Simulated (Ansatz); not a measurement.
## A computed series for CoSi2: pressure series

The reference is CoSi2 (space group Fm-3m, No. 225; a = 5.3149 Å; non-magnetic).

Cell and atoms are relaxed at each pressure.

Computed with r2SCAN (Ansatz, a program for electronic structure; PAW; 500 eV plane waves; spin-orbit coupling left out).

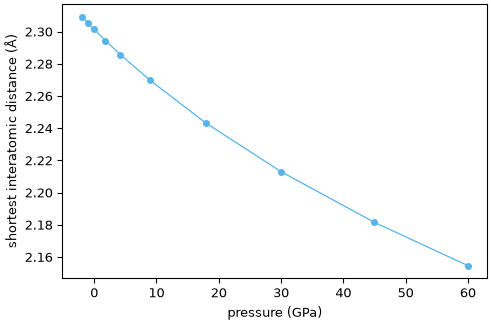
Figure: Shortest interatomic distance against pressure

Q: From the plot, what is the shortest interatomic distance for pressure 30 GPa?

A: About 2.21 Å.

Q: Is the trend monotonic over the range shown?

A: Yes, it falls throughout, spanning 2.155 Å to 2.309 Å.

Load acts through the strain it causes; cell and atoms are relaxed under it. Stability against distortions was not tested. Competing high-pressure phases were not computed. Starting moments died away, wholly or in part, for the base; another magnetic solution may exist. The final runs are not spin-polarised. An odd electron count without spin: CoSi2.
